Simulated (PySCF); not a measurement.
Run report: AlH2BrO2, core-level calculation

- system: AlH2BrO2, SMILES [OH][Al]([OH])[Br]
- method: delta-SCF UKS SCAN, pcX-2 on the ionised atom, pcseg-1 elsewhere, spin-free X2C (PySCF 2.14.0)

Figures and captions count atoms from 1; the log counts them from 0 in places.

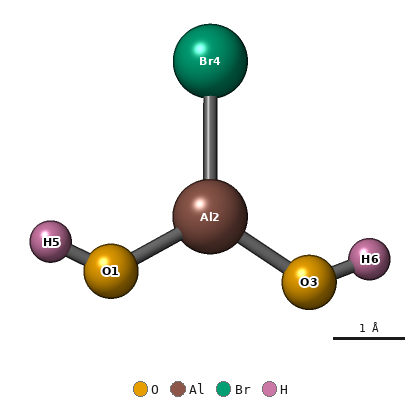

Fig. 1: The input geometry (ball-and-stick view, seen at a tilt; atoms are numbered from 1 in the order of the input). Sticks mark near contacts. Bond lengths as drawn: Al–Br 2.25 Å, Al–O 1.69 Å and H–O 0.96 Å.

Results in brief:

- outcome: converged
- hardware: 1 CPU thread, shared host
- wall time: 11 s
- peak memory: 0.38 GiB

Input file:
```
{"job": {"kind": "xps", "holes": 5}, "charge": 0, "multiplicity": 1}
O     -1.544227     0.030544     0.603075
Al     0.032859     0.044629     0.001944
O      0.552217    -1.306689    -0.865211
Br     1.396436     1.805352     0.343625
H     -1.952508     0.739226     1.101577
H      1.421676    -1.411227    -1.253063
```

The first line tells a small driver script what to run in PySCF; the rest is the geometry in Å.

Command:
```bash
OMP_NUM_THREADS=1 python <driver script> task.json out
```

The program's output:
```
ground state, core basis on atom 0 (O), 114 functions
  cycle   1  E = -2993.09949677  |g| = 1.16e+00
  cycle   2  E = -2992.10783533  |g| = 2.45e+00
  cycle   3  E = -2993.33214693  |g| = 2.08e-01
  cycle   4  E = -2993.34159281  |g| = 1.11e-01
  cycle   5  E = -2993.34414750  |g| = 4.23e-02
  cycle   6  E = -2993.34447221  |g| = 1.37e-02
  cycle   7  E = -2993.34450265  |g| = 4.58e-03
  cycle   8  E = -2993.34451033  |g| = 4.79e-04
  E(ground) = -2993.52565914 Eh
hole in O 1s of atom 0
  cycle   1  E = -2972.74516805  |g| = 2.22e+00
  cycle   2  E = -2971.75659962  |g| = 2.34e+00
  cycle   3  E = -2973.42249730  |g| = 4.96e-01
  cycle   4  E = -2973.49300379  |g| = 3.01e-01
  cycle   5  E = -2973.55076621  |g| = 7.82e-02
  cycle   6  E = -2973.55480024  |g| = 1.65e-02
  cycle   7  E = -2973.55496279  |g| = 6.22e-03
  cycle   8  E = -2973.55497295  |g| = 4.96e-03
  cycle   9  E = -2973.55498197  |g| = 8.49e-04
  cycle  10  E = -2973.55498427  |g| = 1.66e-04
  E(ion) = -2973.73669780 Eh   <S^2> = 0.7613   hole on atom = 1.000   binding energy = 538.485 eV
ground state, core basis on atom 1 (Al), 125 functions
  cycle   1  E = -2993.39470168  |g| = 2.51e-01
  cycle   2  E = -2993.39342873  |g| = 1.16e-01
  cycle   3  E = -2993.39261609  |g| = 1.28e-01
  cycle   4  E = -2993.39567231  |g| = 1.86e-02
  cycle   5  E = -2993.39572549  |g| = 2.93e-03
  cycle   6  E = -2993.39572664  |g| = 4.94e-04
  E(ground) = -2993.54267532 Eh
hole in Al 2p of atom 1
  cycle   1  E = -2990.11307874  |g| = 1.08e+00
  cycle   2  E = -2989.88344484  |g| = 1.10e+00
  cycle   3  E = -2990.27584954  |g| = 3.98e-01
  cycle   4  E = -2990.37314883  |g| = 8.78e-02
  cycle   5  E = -2990.37267799  |g| = 7.78e-02
  cycle   6  E = -2990.37579172  |g| = 1.65e-02
  cycle   7  E = -2990.37591352  |g| = 3.13e-03
  cycle   8  E = -2990.37591766  |g| = 6.24e-04
  cycle   9  E = -2990.37591812  |g| = 7.62e-04
  cycle  10  E = -2990.37591993  |g| = 1.71e-04
  E(ion) = -2990.52766503 Eh   <S^2> = 0.7532   hole on atom = 1.004   binding energy = 82.043 eV
  2p3/2 = 81.672 eV   2p1/2 = 82.180 eV
```

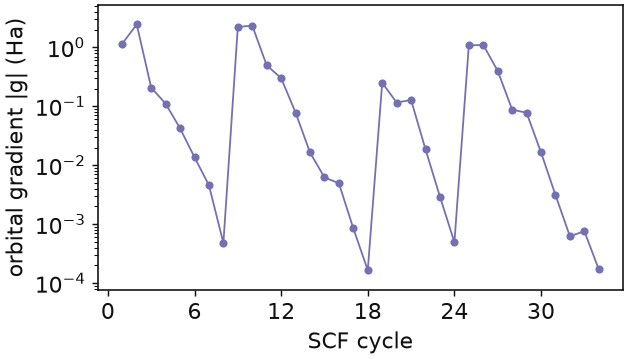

Fig. 2: Convergence of the self-consistent field: orbital gradient |g| against the SCF cycle. All cycles printed in the log are drawn one after another.
